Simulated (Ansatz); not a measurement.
**Br3HOTi: density, localisation and related maps**

The calculation's input:

```
crystal:
  periodic: [false, false, false]
  atoms:
    - {symbol: Br, position_ang: [1.979250, -1.522593, 0.502383]}
    - {symbol: Br, position_ang: [-1.224665, -1.385574, -1.572491]}
    - {symbol: Br, position_ang: [1.054439, 1.631382, -1.443283]}
    - {symbol: O, position_ang: [-0.646230, 0.433578, 1.136274]}
    - {symbol: Ti, position_ang: [0.226558, -0.167717, -0.219448]}
    - {symbol: H, position_ang: [-1.347252, 0.946921, 1.550365]}
basis:
  gaussian: {orbitals: def2-SVPD}
hamiltonian: {xc: {name: PBE0}}
output: {forces: true, orbitals: {seedname: orbitals}}
```

Launched as:

```sh
ansatz run input.yaml --threads 2 --pin off --max-ram 6090MiB --events-out events.jsonl --progress --plain --runs-dir runs
```

Geometry: PBE0-D4/def2-SVP.

Computed with isolated molecule in a Gaussian basis; Kohn-Sham density functional theory, functional PBE0 (Ansatz).

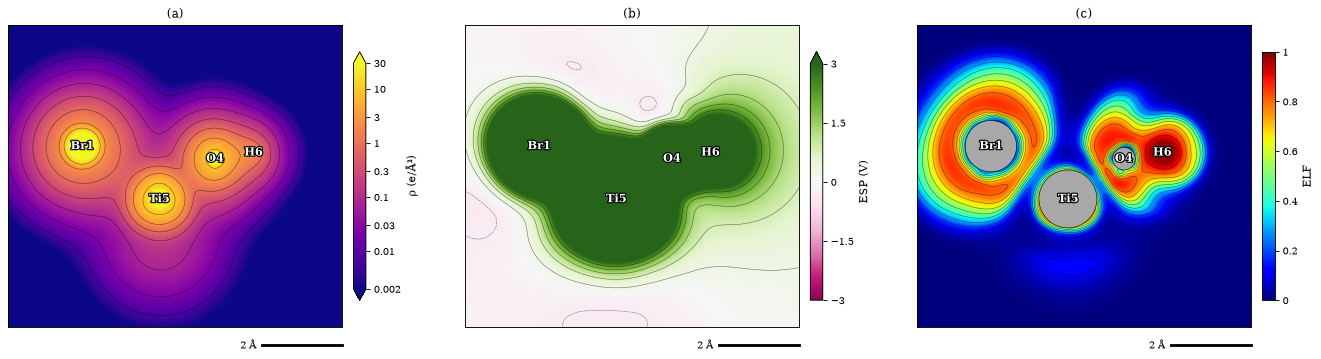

Figure 1. (a) electron density; (b) electrostatic potential; (c) electron localisation function on the plane of atoms Ti5, O4 and H6. Grey discs cover the atomic cores in the ELF map.

What does the map show?

The plane passes through Br, O, Ti and H nuclei. Ti–O (1.72 Å): ρ at the midpoint is about 1.2 e/Å³; the ELF peaks at about 0.80 in the valence shell of O, 0.5 Å from its nucleus, and drops to about 0.25 between the two atoms. Ti–Br (2.33 Å): ρ at the midpoint is about 0.61 e/Å³; the ELF peaks at about 0.75 in the valence shell of Br, 1.0 Å from its nucleus, and is about 0.55 at the midpoint. O–H (0.96 Å): the density is about 3.7 e/Å³ at the midpoint; the ELF climbs to about 1 towards the hydrogen, as it does in any bond to H: an ordinary covalent bond to hydrogen. Outside the dense part of the molecule the potential is most negative (−0.3 V) near Br1.

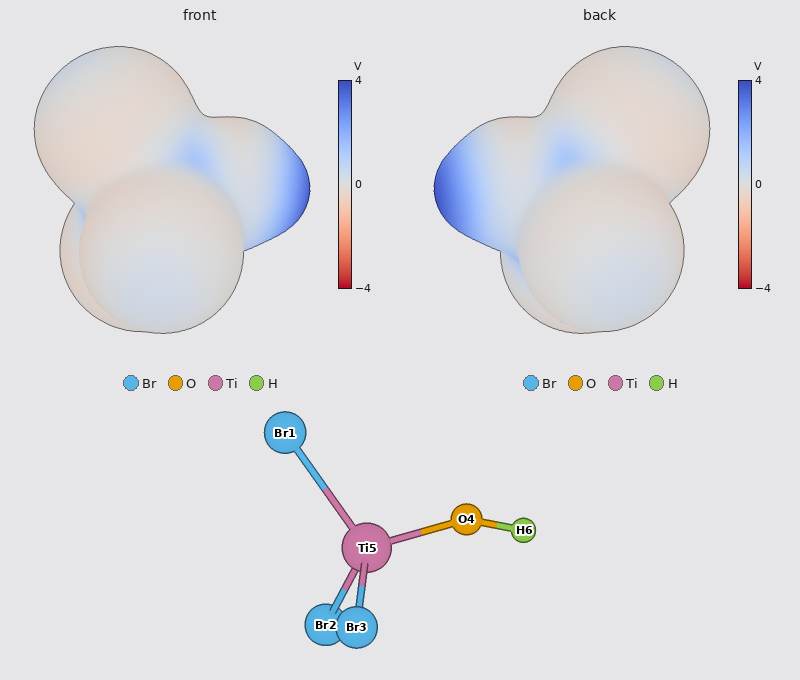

Figure 2. The molecular electrostatic potential painted on the density surface at 0.002 e/bohr³, seen from the front and from behind; red is negative and blue positive. The bare structure is drawn below in the same view.

Describe the electrostatic potential map.

The most negative region (about −0.3 V, or −7 kcal/mol for a unit charge) lies over Br1, Br2, Br3 and O4, the most positive (about +3.5 V, or +81 kcal/mol for a unit charge) over H6. Br1 shows a σ-hole: about +0.3 V at the tip opposite its bond, against about −0.3 V on its flanks. Br2 shows a σ-hole: about +0.3 V, or +7 kcal/mol for a unit charge at the tip opposite its bond, against about −0.2 V on its flanks. Br3 shows a σ-hole: about +0.3 V, or +7 kcal/mol for a unit charge at the tip opposite its bond, against about −0.2 V on its flanks.

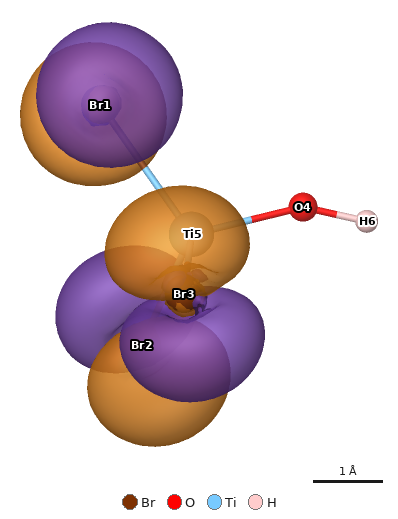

Figure 3. The HOMO at ±0.1 Å⁻³ᐟ² (orange and purple are the two phases), seen at a tilt.

Where does this orbital lie, and at what energy?

It lies mainly on Br1 (about 30 %), Br2 (about 30 %) and Br3 (about 30 %); largely a combination of lone pairs on Br1, Br2 and Br3. Its energy is −8.49 eV.
